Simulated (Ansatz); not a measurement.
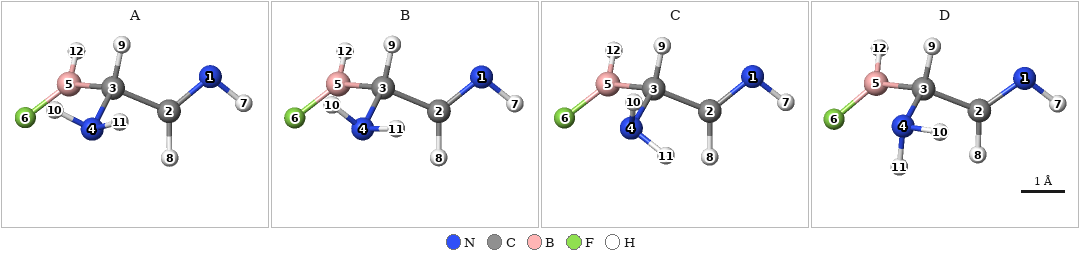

4 geometries from a converged minimum-energy path of C₂H₆BFN₂, shuffled. The picture is a ball-and-stick view, seen from a free direction.

The calculation used Ansatz 0.2.0, RKS r2SCAN-D4/STO-3G. Set-up: 7 movable images; climbing image; force threshold 0.05 eV/Å; iteration limit 60; starting path by image-dependent pair potential.

Q: Which of them lies highest in energy?

A: C. In order along the path, whose images run from 0 to 8: D (image 0, 0.0 kJ/mol), C (image 4, +17.3 kJ/mol), B (image 7, +5.1 kJ/mol), A (image 8, +3.7 kJ/mol). The motion is a rotation about the C3–N4 bond by about 130°. No bond forms or breaks between the ends. Among the angles between lasting bonds that change up to the highest image: N4–C3–H9 107.6° → 111.4°.

Limits of the set-up: STO-3G is a minimal basis, so the numbers are rough.

The run took 3.4 min on 1 thread of Arm Neoverse V1, with other jobs on the host, peak memory 0.12 GiB.
